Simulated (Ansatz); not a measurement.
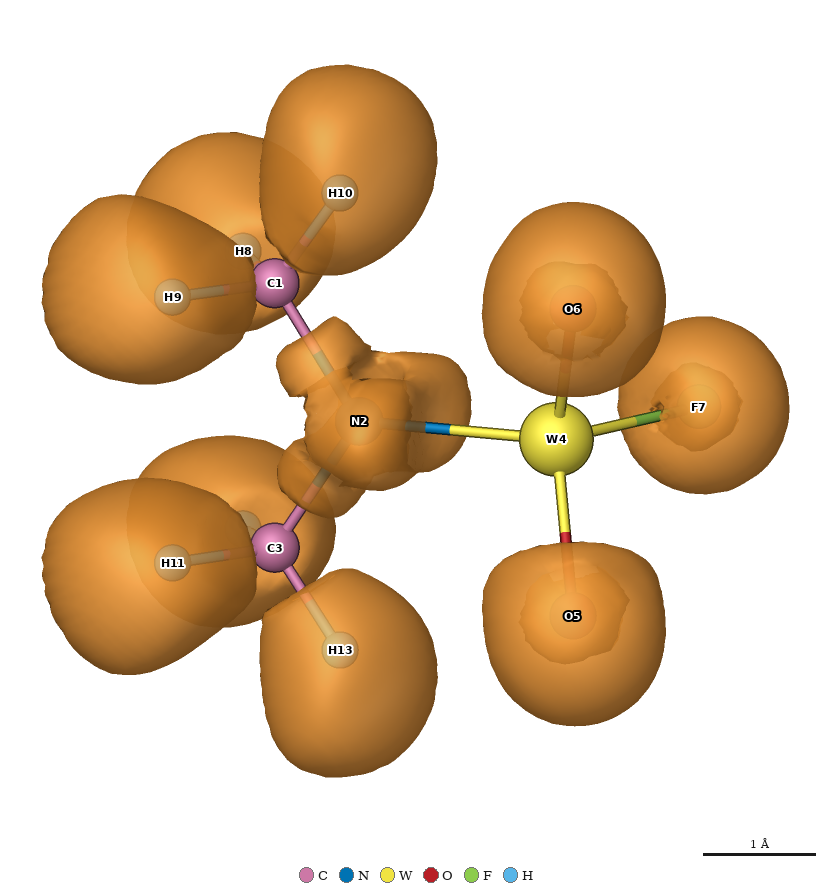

The picture shows: C$_{2}$H$_{6}$FNO$_{2}$W (SMILES C[N](C)[W](=[O])(=[O])[F]). Isosurface of the ELF at 0.75 (orange), seen at a tilt. Only the valence region is drawn (cores and ρ < 0.01 e/Å³ removed).

Geometry: PBE0-D4/def2-TZVP; core potentials replace the inner electrons of W.

Method: RKS PBE0-D4/def2-TZVPP (Ansatz 0.2.0).

Input file:

```
crystal:
  periodic: [false, false, false]
  atoms:
    - {symbol: C, position_ang: [-0.482850, -0.211031, 1.432189]}
    - {symbol: N, position_ang: [0.019501, -0.114285, 0.073685]}
    - {symbol: C, position_ang: [1.170813, -0.962391, -0.176284]}
    - {symbol: W, position_ang: [-0.658294, 1.142071, -1.210614]}
    - {symbol: O, position_ang: [0.647009, 1.605341, -2.210063]}
    - {symbol: O, position_ang: [-1.275019, 2.477454, -0.342464]}
    - {symbol: F, position_ang: [-2.011175, 0.345039, -2.230904]}
    - {symbol: H, position_ang: [-0.837932, -1.227641, 1.633562]}
    - {symbol: H, position_ang: [0.312288, 0.024906, 2.148709]}
    - {symbol: H, position_ang: [-1.307540, 0.482973, 1.592664]}
    - {symbol: H, position_ang: [1.974430, -0.730084, 0.531904]}
    - {symbol: H, position_ang: [0.898501, -2.016567, -0.055160]}
    - {symbol: H, position_ang: [1.550258, -0.815774, -1.187243]}
basis:
  gaussian: {orbitals: def2-TZVPP}
hamiltonian: {xc: pbe0, dispersion: d4}
output: {orbitals: {seedname: orbitals}}
```

Launched as:

```sh
ansatz run in.yaml --threads 2 --pin off --events-out ev --progress --plain --max-ram 32768MiB --backend cuda --devices 0, --max-vram 18GiB
```

### What do the ELF domains correspond to?

At this value the surface marks out six regions around hydrogen nuclei, one region on N in which the atom's valence shell and bonds are merged, one region wrapped around F (its valence shell) and two regions wrapped around O (the valence shell of each).

Values along the shortest contacts:
C–N (1.45 Å): the ELF peaks at about 0.90 between the atoms: a covalent bond. W–O (1.71 Å): the ELF peaks at about 0.80 in the valence shell of O, 0.5 Å from its nucleus, and drops to about 0.40 between the two atoms.
